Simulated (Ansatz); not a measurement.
**Al3H: what a guessed cell relaxes into**

Aim: relax a trial structure of Al3H and see where it ends.

Method: DFT PBE, scalar-relativistic, plane waves, PAW, in Ansatz 0.2.0.

## 1. Starting point

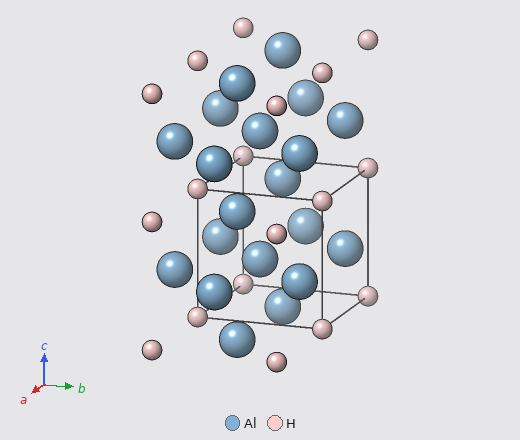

Start, viewed slightly off an axis; aluminium light blue, hydrogen pink. 2×1×2 cells are drawn. Atoms on the faces are drawn again on the opposite ones.

Coordinates:

```cif
data_structure
_symmetry_space_group_name_H-M 'Pm-3m'
_symmetry_Int_Tables_number 221
_cell_length_a 3.8763
_cell_length_b 3.8763
_cell_length_c 3.8763
_cell_angle_alpha 90.000
_cell_angle_beta 90.000
_cell_angle_gamma 90.000
_cell_volume 58.24
loop_
_atom_site_label
_atom_site_type_symbol
_atom_site_symmetry_multiplicity
_atom_site_Wyckoff_symbol
_atom_site_fract_x
_atom_site_fract_y
_atom_site_fract_z
_atom_site_occupancy
Al1 Al 3 c 0.00000 0.50000 0.50000 1
H1 H 1 a 0.00000 0.00000 0.00000 1
```

A structure generator made this guess: species swapped into a database cell of ZrAl3 (Pm-3m, No. 221), with H on the Zr sites. Its size is a rough estimate.

## 2. Probe: one point on a coarse mesh

Contents of input.yaml:

```yaml
crystal:
  lattice:
    - [3.87630506, 0.0, 0.0]
    - [0.0, 3.87630506, 0.0]
    - [0.0, 0.0, 3.87630506]
  atoms:
    - { symbol: Al, position: [0.0, 0.5, 0.5] }
    - { symbol: Al, position: [0.5, 0.0, 0.5] }
    - { symbol: Al, position: [0.5, 0.5, 0.0] }
    - { symbol: H, position: [0.0, 0.0, 0.0] }
basis:
  ecutwfc: 420
kpoints:
  mp_grid: { grid: [4, 4, 4] }
hamiltonian:
  xc: pbe
scf:
  occupations: { method: gaussian, width: 0.1 }
  lower_state_search: "off"
output:
  forces: true
  stress: true
  eigenvalues: true
```

On the command line:

```sh
$ ansatz run input.yaml --threads 1 --pin off --max-ram 2560MiB --backend cpu --events-out ev --progress --plain --runs-dir out
```

Standard output, cut to the lines that bear on the results:

```text
Warning: RAYON_NUM_THREADS=1 ignored (pool sized by the plan → 1); use --threads N
[...]
Pseudopotentials: kind: paw
Pseudopotential: Al, paw, valence charge 3, recommended cutoff 420 eV (normal), Al.paw.azcp
Pseudopotential: H, paw, valence charge 1, recommended cutoff 420 eV (normal), H.paw.azcp
Functional definition: PBE
[...]
Crystal: 4 atoms, lattice volume = 58.244 Å³
Basis set: ecut = 420 eV, 1141 PW (Γ), exchange–correlation on 54×54×54 points (8 copies of the dense FFT grid, shifted against one another)
Bands: 9, of which v1, the nominal top of the filled ones, is band 5 counted from 1 (4 counted from 0)
Symmetry: 48 space group operations
Space group: Pm-3m (ITA 221), of the structure as read, at distance tolerance 3.9e-5 Å
k-points: 10 of 64
[...]
SCF iter   1: F=—  HF=-1626.233359 eV  |F-HF|=—  |Δ(HF+E_count)|=         —  Δρ=2.95e-3  dr2=7.20e-3  ethr=1.77e-3  ⟨swp⟩=6.0  Hψ=732  notcnv=0
[...]
SCF iter   6: F=-1626.232235 eV  HF=-1626.232235 eV  |F-HF|=8.04e-10  |Δ(HF+E_count)|=   7.99e-9  Δρ=1.64e-6  dr2=1.99e-9  ethr=5.32e-10  ⟨swp⟩=2.9  Hψ=355  notcnv=0
[...]
SCF converged after 6 iterations
Free energy (F): -1626.232235 eV
[...]
E sigma→0 (E₀):  -1626.222984 eV
Entropy (-TS):   -0.018502 eV (-4.626 meV/atom)
Fermi energy:    6.263289 eV
[...]
--- Forces (eV/Å), atoms counted from 1 ---
  atom   1  Al     0.00000000     0.00000000    -0.00000000
  atom   2  Al    -0.00000000    -0.00000000     0.00000000
  atom   3  Al    -0.00000000    -0.00000000    -0.00000000
  atom   4  H     -0.00000000    -0.00000000    -0.00000000
[...]
--- Stress (GPa, compression-positive) ---
        1.510641       0.000000       0.000000
        0.000000       1.510641       0.000000
        0.000000       0.000000       1.510641
  P = ⅓ Tr σ = 1.5106 GPa (15.106 kbar)
--- Band table (eV; the first three rows and the last of 10) ---
  k-point 0: bands = ["-4.1882", "4.5533", "4.9161", "4.9161", "4.9161", "6.3646", "6.3646", "12.4875", "13.5933"]
[...]
```

It took 0.51 s on 1 thread of Arm Neoverse V2, shared host; peak memory 0.25 GiB.

Read-out: pressure 1.5 GPa, largest force 0.00 eV/Å, gap on this mesh none (metal). The coarse relaxation is skipped.

## 3. Relaxation on the finer mesh

input.yaml: that of step 2 with these lines changed.

```diff
@@ -13,3 +13,3 @@
 kpoints:
-  mp_grid: { grid: [4, 4, 4] }
+  mp_grid: { grid: [12, 12, 12] }
 hamiltonian:
@@ -18,3 +18,2 @@
   occupations: { method: gaussian, width: 0.1 }
-  lower_state_search: "off"
 output:
@@ -23 +22,10 @@
   eigenvalues: true
+  write_density: true
+  write_potential: true
+  elf: true
+  volumetric_format: npy
+relax:
+  adjacent_minimum: "off"
+  f_tol: 0.01
+  max_steps: 80
+  cell: { stress_tol: 0.05 }
```

On the command line:

```sh
$ ansatz run input.yaml --threads 1 --pin off --max-ram 2560MiB --backend cpu --events-out ev --progress --plain --runs-dir out
```

Standard output:

```text
Warning: RAYON_NUM_THREADS=1 ignored (pool sized by the plan → 1); use --threads N
Engine: ansatz 0.2.0, aarch64-unknown-linux-gnu
[... 4 set-up lines as earlier in the session ...]
  parameter kappa = 0.804
  parameter beta = 0.06672455060314922
  exchange = pbe_x(kappa = kappa, mu = beta*pi^2/3)
  correlation = pbe_c(beta = beta)
Crystal: 4 atoms, lattice volume = 58.244 Å³
Basis set: ecut = 420 eV, 1141 PW (Γ), exchange–correlation on 54×54×54 points (8 copies of the dense FFT grid, shifted against one another)
Bands: 9, of which v1, the nominal top of the filled ones, is band 5 counted from 1 (4 counted from 0)
[... 2 set-up lines as earlier in the session ...]
k-points: 84 of 1728
Non-local potential: Al, projectors of the file, l = 0: 2, l = 1: 2, l = 2: 1
Non-local potential: H, projectors of the file, l = 0: 2, l = 1: 1
PAW form: soft (Blöchl's): semilocal exchange-correlation on the pseudo side does not see the compensation charge
PAW one-centre angular grid: Al, 110 points (default); XC on 64 Gauss nodes
PAW one-centre angular grid: H, 110 points (default); XC on 64 Gauss nodes
Initial density: superposition of atomic densities (neutral atoms: chi_scale 0, normalization atom), corrected by the library's trained network
Initial wavefunctions: pseudopotential atomic-orbital guess
Functional: x = pbe(κ = 0.804, μ = 0.2195149727645171), c = pbe(β = 0.06672455060314922)
SCF iter   1: F=—  HF=-1626.446313 eV  |F-HF|=—  |Δ(HF+E_count)|=         —  Δρ=2.51e-3  dr2=6.25e-3  ethr=1.77e-3  ⟨swp⟩=6.0  Hψ=6112  notcnv=0
preconditioner: auto → none  [metal: Δε(μ)=0.010 eV  Ē_g=6.895 eV  σ=0.100 eV  W_gap=0.06  n_scr=6 (ndim 8)  ℏωp=15.4 eV  f_vac=0.000  D(μ)=2.49/eV (n_scr^D=18)  sad-step TF]
SCF iter   2: F=—  HF=-1626.445835 eV  |F-HF|=—  |Δ(HF+E_count)|=   4.78e-4  Δρ=1.75e-3  dr2=3.01e-3  ethr=6.25e-5  ⟨swp⟩=1.0  Hψ=1428  notcnv=0
SCF iter   3: F=—  HF=-1626.445190 eV  |F-HF|=—  |Δ(HF+E_count)|=   6.45e-4  Δρ=2.04e-4  dr2=1.12e-5  ethr=3.01e-5  ⟨swp⟩=2.1  Hψ=1022  notcnv=0
SCF iter   4: F=—  HF=-1626.445114 eV  |F-HF|=—  |Δ(HF+E_count)|=   7.61e-5  Δρ=5.03e-5  dr2=3.52e-6  ethr=1.12e-7  ⟨swp⟩=2.0  Hψ=1180  notcnv=0
iter 5 did not close the SCF: its close was put off for the readings that it lacked (scf_convergence_deferred on its scf_iter line)
SCF iter   5: F=-1626.445113 eV  HF=-1626.445113 eV  |F-HF|=1.24e-8  |Δ(HF+E_count)|=   1.23e-6  Δρ=9.02e-6  dr2=3.88e-8  ethr=3.52e-8  ⟨swp⟩=2.4  Hψ=1161  notcnv=0
SCF iter   6: F=-1626.445113 eV  HF=-1626.445113 eV  |F-HF|=1.11e-9  |Δ(HF+E_count)|=   2.12e-8  Δρ=1.93e-6  dr2=2.23e-9  ethr=3.88e-10  ⟨swp⟩=5.2  Hψ=4017  notcnv=0
SCF 1 converged in 6 iterations: F = -1626.445113 eV  dr2 = 2.23e-9
relax step   1: F+E_penalty+E_count = -1626.44511253 eV  Δ(F+E_penalty+E_count) = +0.000e0 eV  max|allowed force component| = 9.008e-31 eV/Å  Δτ_max = 0.0000 Å  P = +1.325 GPa  Ω = 58.244 Å³  (6 SCF iters, dr2 threshold 1.00e-7 eV, accepted)
Crystal: 4 atoms, lattice volume = 59.388 Å³
Basis set: ecut = 420 eV, 1189 PW (Γ), exchange–correlation on 54×54×54 points (8 copies of the dense FFT grid, shifted against one another)
Initial density: handed on by an earlier stage of this run
Initial wavefunctions: those handed on with the density
iter 1 solved again at ethr=1.15e-5 eV; its pass at ethr=3.10e-3 eV (dr2=1.15e-3 eV) is discarded
SCF iter   1: F=—  HF=-1626.449535 eV  |F-HF|=—  |Δ(HF+E_count)|=         —  Δρ=9.86e-4  dr2=1.19e-3  ethr=1.15e-5  ⟨swp⟩=2.4  Hψ=6192  notcnv=0
preconditioner: auto → none  [metal: Δε(μ)=0.006 eV  Ē_g=6.807 eV  σ=0.100 eV  W_gap=0.03  n_scr=6 (ndim 8)  ℏωp=15.2 eV  f_vac=0.000  D(μ)=2.74/eV (n_scr^D=26)]
SCF iter   2: F=—  HF=-1626.449149 eV  |F-HF|=—  |Δ(HF+E_count)|=   3.86e-4  Δρ=3.02e-4  dr2=5.76e-5  ethr=1.15e-5  ⟨swp⟩=2.1  Hψ=1111  notcnv=0
SCF iter   3: F=—  HF=-1626.449003 eV  |F-HF|=—  |Δ(HF+E_count)|=   1.46e-4  Δρ=9.65e-5  dr2=3.91e-6  ethr=5.76e-7  ⟨swp⟩=1.2  Hψ=802  notcnv=0
iter 4 did not close the SCF: its close was put off for the readings that it lacked (scf_convergence_deferred on its scf_iter line)
SCF iter   4: F=-1626.449001 eV  HF=-1626.449001 eV  |F-HF|=5.87e-8  |Δ(HF+E_count)|=   2.12e-6  Δρ=1.21e-5  dr2=3.15e-8  ethr=3.91e-8  ⟨swp⟩=2.0  Hψ=1100  notcnv=0
iter 5 did not close the SCF: its close was put off for the readings that it lacked (scf_convergence_deferred on its scf_iter line)
SCF iter   5: F=-1626.449001 eV  HF=-1626.449001 eV  |F-HF|=5.22e-10  |Δ(HF+E_count)|=   6.23e-8  Δρ=2.67e-6  dr2=2.78e-9  ethr=3.15e-10  ⟨swp⟩=2.2  Hψ=1111  notcnv=0
SCF iter   6: F=-1626.449001 eV  HF=-1626.449001 eV  |F-HF|=6.82e-13  |Δ(HF+E_count)|=   1.47e-9  Δρ=7.44e-8  dr2=2.30e-12  ethr=2.78e-11  ⟨swp⟩=4.0  Hψ=3434  notcnv=0
SCF 2 converged in 6 iterations: F = -1626.449001 eV  dr2 = 2.30e-12
relax step   2: F+E_penalty+E_count = -1626.44900081 eV  Δ(F+E_penalty+E_count) = -3.888e-3 eV  max|allowed force component| = 1.775e-30 eV/Å  Δτ_max = 0.0000 Å  P = -0.067 GPa  Ω = 59.388 Å³  energy of the carried Pulay correction = -5.121e-4 eV  (6 SCF iters, dr2 threshold 4.00e-7 eV, accepted)
Crystal: 4 atoms, lattice volume = 59.331 Å³
iter 1 solved again at ethr=2.73e-8 eV; its pass at ethr=3.10e-3 eV (dr2=2.73e-6 eV) is discarded
SCF iter   1: F=—  HF=-1626.449149 eV  |F-HF|=—  |Δ(HF+E_count)|=         —  Δρ=4.82e-5  dr2=2.88e-6  ethr=2.73e-8  ⟨swp⟩=2.4  Hψ=6019  notcnv=0
preconditioner: auto → none  [metal: Δε(μ)=0.006 eV  Ē_g=6.811 eV  σ=0.100 eV  W_gap=0.03  n_scr=6 (ndim 8)  ℏωp=15.2 eV  f_vac=0.000  D(μ)=2.71/eV (n_scr^D=26)]
SCF iter   2: F=—  HF=-1626.449038 eV  |F-HF|=—  |Δ(HF+E_count)|=   1.11e-4  Δρ=1.44e-5  dr2=1.22e-7  ethr=2.73e-8  ⟨swp⟩=2.3  Hψ=1174  notcnv=0
iter 3 did not close the SCF: its close was put off for the readings that it lacked (scf_convergence_deferred on its scf_iter line)
SCF iter   3: F=-1626.449038 eV  HF=-1626.449038 eV  |F-HF|=9.33e-9  |Δ(HF+E_count)|=   7.71e-8  Δρ=5.03e-6  dr2=1.11e-8  ethr=1.22e-9  ⟨swp⟩=1.1  Hψ=793  notcnv=0
iter 4 did not close the SCF: its close was put off for the readings that it lacked (scf_convergence_deferred on its scf_iter line)
SCF iter   4: F=-1626.449038 eV  HF=-1626.449038 eV  |F-HF|=1.61e-10  |Δ(HF+E_count)|=   6.54e-9  Δρ=6.54e-7  dr2=9.27e-11  ethr=1.11e-10  ⟨swp⟩=2.0  Hψ=1075  notcnv=0
iter 5 did not close the SCF: its close was put off for the readings that it lacked (scf_convergence_deferred on its scf_iter line)
SCF iter   5: F=-1626.449038 eV  HF=-1626.449038 eV  |F-HF|=4.77e-12  |Δ(HF+E_count)|=  1.73e-10  Δρ=1.48e-7  dr2=6.68e-12  ethr=1.00e-12  ⟨swp⟩=2.3  Hψ=1099  notcnv=0
SCF iter   6: F=-1626.449038 eV  HF=-1626.449038 eV  |F-HF|=2.27e-13  |Δ(HF+E_count)|=  6.14e-12  Δρ=5.68e-9  dr2=2.69e-14  ethr=1.00e-12  ⟨swp⟩=3.1  Hψ=2731  notcnv=0
SCF 3 converged in 6 iterations: F = -1626.449038 eV  dr2 = 2.69e-14
relax step   3: F+E_penalty+E_count = -1626.44903795 eV  Δ(F+E_penalty+E_count) = -3.714e-5 eV  max|allowed force component| = 3.616e-31 eV/Å  Δτ_max = 0.0000 Å  P = -0.002 GPa  Ω = 59.331 Å³  energy of the carried Pulay correction = -4.871e-4 eV  (6 SCF iters, accepted)
Initial wavefunctions: pseudopotential atomic-orbital guess (no wavefunctions were taken with the density)
iter 1 solved again at ethr=1.81e-8 eV; its pass at ethr=3.10e-3 eV (dr2=1.81e-6 eV) is discarded
SCF iter   1: F=—  HF=-1626.449693 eV  |F-HF|=—  |Δ(HF+E_count)|=         —  Δρ=4.66e-5  dr2=6.25e-8  ethr=1.81e-8  ⟨swp⟩=3.1  Hψ=8478  notcnv=0
preconditioner: auto → none  [metal: Δε(μ)=0.006 eV  Ē_g=6.811 eV  σ=0.100 eV  W_gap=0.04  n_scr=6 (ndim 8)  ℏωp=15.2 eV  f_vac=0.000  D(μ)=2.71/eV (n_scr^D=26)]
SCF iter   2: F=—  HF=-1626.449585 eV  |F-HF|=—  |Δ(HF+E_count)|=   1.07e-4  Δρ=2.34e-5  dr2=1.94e-8  ethr=6.25e-10  ⟨swp⟩=2.0  Hψ=1197  notcnv=0
SCF iter   3: F=—  HF=-1626.449586 eV  |F-HF|=—  |Δ(HF+E_count)|=   8.90e-7  Δρ=2.33e-6  dr2=3.23e-9  ethr=1.94e-10  ⟨swp⟩=2.2  Hψ=1176  notcnv=0
SCF iter   4: F=—  HF=-1626.449586 eV  |F-HF|=—  |Δ(HF+E_count)|=   4.37e-9  Δρ=4.89e-7  dr2=1.70e-10  ethr=3.23e-11  ⟨swp⟩=2.1  Hψ=1166  notcnv=0
iter 5 did not close the SCF: its close was put off for the readings that it lacked (scf_convergence_deferred on its scf_iter line)
SCF iter   5: F=-1626.449586 eV  HF=-1626.449586 eV  |F-HF|=9.78e-12  |Δ(HF+E_count)|=  2.21e-11  Δρ=1.51e-7  dr2=6.61e-12  ethr=1.70e-12  ⟨swp⟩=2.1  Hψ=1185  notcnv=0
SCF iter   6: F=-1626.449586 eV  HF=-1626.449586 eV  |F-HF|=0.00e0  |Δ(HF+E_count)|=  1.05e-11  Δρ=1.87e-8  dr2=1.26e-13  ethr=1.00e-12  ⟨swp⟩=3.1  Hψ=2752  notcnv=0
SCF 4 converged in 6 iterations: F = -1626.449586 eV  dr2 = 1.26e-13
relax step   4: F+E_penalty+E_count = -1626.44958611 eV  Δ(F+E_penalty+E_count) = -5.482e-4 eV  max|allowed force component| = 1.489e-31 eV/Å  Δτ_max = 0.0000 Å  P = +0.012 GPa  Ω = 59.331 Å³  stress off target by 1.19e-2 GPa  SCF on the basis re-selected at this cell (its energy is not comparable with the rows above)  (6 SCF iters)
basis re-selected at this cell: Δ(F+E_penalty+E_count) = -5.482e-4 eV, ΔP = +0.014 GPa vs the last step (what re-selecting the basis moved, of the pressure what is left beyond the Pulay correction that the steps carried, after the strain that the cell walked since its last selection, with what the two solves' SCF thresholds leave and, on support functions, any second-order correction that the steps lacked; it is no measure of the basis error at this ecutwfc). This SCF's stress stands 1.19e-2 GPa from its target on what of the cell is left free (relax.cell.stress_tol is 5.00e-2 GPa) and its largest allowed force component is 1.49e-31 eV/Å (relax.f_tol is 1.00e-2 eV/Å): within both
SCF converged after 6 iterations
Free energy (F): -1626.449586 eV
Harris-Foulkes:  -1626.449586 eV  (|F-HF|=0.00e0)
Internal energy: -1626.436050 eV  (E = F + TS)
E sigma→0 (E₀):  -1626.442818 eV
Entropy (-TS):   -0.013536 eV (-3.384 meV/atom)
Fermi energy:    6.137467 eV
--- Per-component energies (eV) ---
  E_band       = 21.096308
  E_kinetic    = 76.859795
  E_local      = 13.697581  (includes V_loc(G=0)·N_el)
  E_nonlocal   = 33.311988
  E_hartree    = 2.075336
  E_xc         = -125.846702
  E_vxc        = -95.394778  (∫ρ·V_xc dr)
  E_paw        = -1402.457089  (= ΣΔE_a)
  E_vpaw       = -11.528035  (= ΣTr[D̂ρ^β])
  E_aug_tail   = -0.000913  (compensation charges beyond the density's cutoff)
  E_ewald      = -224.076044
  E_smearing   = -0.013536  (= −TS)
  E_closure    = 0.000000  (closes the sum)
  Σ components = -1626.449586   (vs F -1626.449586, Δ=0.00e0)
--- Forces (eV/Å), atoms counted from 1 ---
  atom   1  Al    -0.00000000     0.00000000     0.00000000
  atom   2  Al     0.00000000     0.00000000     0.00000000
  atom   3  Al    -0.00000000    -0.00000000     0.00000000
  atom   4  H     -0.00000000     0.00000000    -0.00000000
  max |Σ_I F_I| component: 1.93e-31 eV/Å
--- Stress (GPa, compression-positive) ---
        0.011924      -0.000000      -0.000000
       -0.000000       0.011924      -0.000000
       -0.000000      -0.000000       0.011924
  P = ⅓ Tr σ = 0.0119 GPa (0.119 kbar)
--- Band table (eV; the first three rows and the last of 84) ---
  k-point 0: bands = ["-4.2360", "4.3469", "4.7796", "4.7796", "4.7796", "6.1640", "6.1640", "12.2181", "13.4050"]
  k-point 1: bands = ["-4.1697", "3.5100", "4.8370", "4.8370", "4.9193", "6.2298", "6.9911", "11.9644", "12.2793"]
  k-point 2: bands = ["-3.9711", "2.2879", "5.0077", "5.0077", "5.1092", "6.4268", "8.3273", "11.0877", "11.0877"]
  k-point 83: bands = ["1.5457", "2.6789", "2.6789", "2.6789", "2.7377", "3.6097", "3.6097", "3.6097", "16.5130"]
--- Relaxed structure (3 steps of the walk, 3 accepted, 1 SCFs on fresh bases) ---
  F+E_penalty+E_count = -1626.44958611 eV   max|allowed force component| = 1.489e-31 eV/Å   (the final SCF, on the basis selected at the relaxed cell)
  cell:  # Å, volume = 59.3313 Å³
    - [3.9002688527108407, -3.209883240645393e-35, 1.925929944387236e-34]
    - [-3.209883240645393e-35, 3.9002688527108407, 2.5679065925163143e-34]
    - [1.925929944387236e-34, 2.5679065925163143e-34, 3.9002688527108407]
  atoms:
    - { symbol: Al, position: [-5.175487982368817e-36, 0.5, 0.5] }
    - { symbol: Al, position: [0.5, 4.916713583252873e-36, 0.5] }
    - { symbol: Al, position: [0.5, 0.5, 1.8761143936092014e-36] }
    - { symbol: H, position: [1.966685433300757e-35, -1.2162396758570794e-35, -2.781824790523356e-36] }
```

It took 11 s on 1 thread of Arm Neoverse V2, shared host; peak memory 0.34 GiB.

The steps of the relaxation:

| step | E - E(step 1) (eV/cell) | largest force component (eV/Å) | pressure (GPa) | volume (Å³) |
| --- | --- | --- | --- | --- |
| 1 | 0.0000 | 0.0000 | 1.32 | 58.24 |
| 2 | -0.0039 | 0.0000 | -0.07 | 59.39 |
| 3 | -0.0039 | 0.0000 | 0.00 | 59.33 |
| 4 | -0.0045 | 0.0000 | 0.01 | 59.33 |

Step 1 is the start. Step 4 repeats the geometry before it on a plane-wave basis chosen anew for that cell, so its energy need not be comparable with the rows above.

|  | before | after | change |
| --- | --- | --- | --- |
| a (Å) | 3.876 | 3.900 | +0.6 % |
| b (Å) | 3.876 | 3.900 | +0.6 % |
| c (Å) | 3.876 | 3.900 | +0.6 % |
| volume (Å³/atom) | 14.56 | 14.83 | +1.9 % |
| shortest distance (Å) | 2.741 | 2.758 | +0.6 % |
| space group (0.01 Å) | Pm-3m | Pm-3m | same |

Forces and stress were held to the start's 48 operations: a distortion of lower symmetry was not tested.

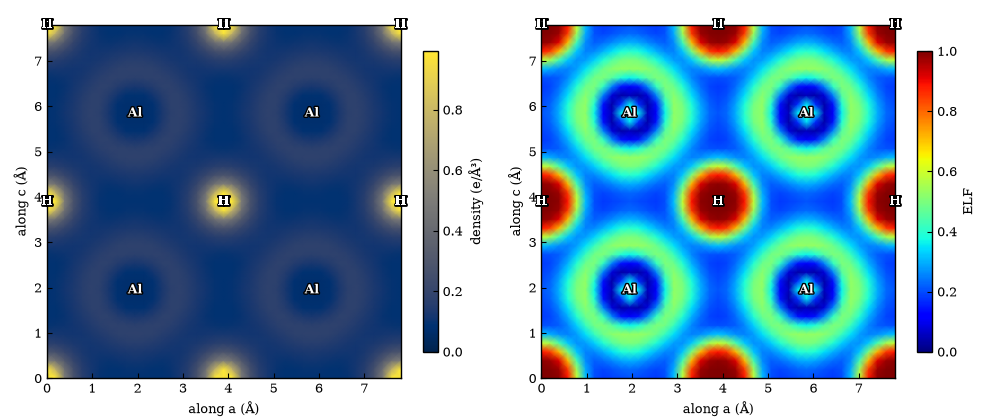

Density (left) and ELF (right) in a lattice plane of the grid's cell (edges 3.90 and 3.90 Å, at 0.000 of the third edge), which holds Al and H. Only atoms in the plane are labelled; the density scale stops at 0.99 e/Å³. Both are smooth fields of the valence electrons: close to the nuclei they are not physical.

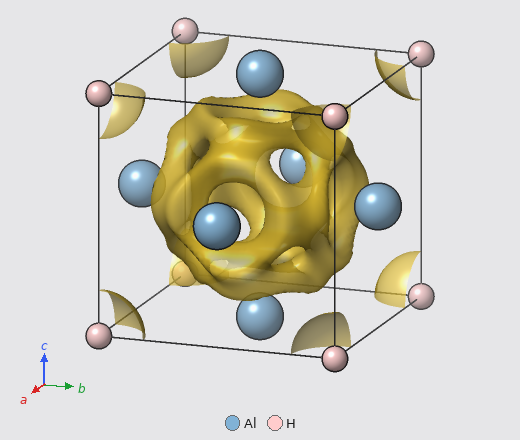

Surface of ELF = 0.68, drawn in one cell.

The highest ELF values outside the cores: 1.00 at H; 0.74 on the Al–Al line, 1.1 Å from Al.

## 4. What came out

| quantity | value |
| --- | --- |
| symmetry at the end (tolerance 0.05 Å) | space group Pm-3m (No. 221) |
| conventional cell | a = 3.900 Å, b = 3.900 Å, c = 3.900 Å, α = 90.00°, β = 90.00°, γ = 90.00° |
| volume | 14.83 Å³/atom |
| energy over the elements (uncorrected; H, N, O, F and Cl as molecules) | +0.49 eV/atom |
| gap on the mesh | none (metal) |

The space group Pm-3m (No. 221) is kept, and the volume per atom grows by 1.9 % from the first guess. The formation energy is positive, so the separate elements lie lower. No finished test with a distortion of lower symmetry is shown, so the end may be a saddle point.
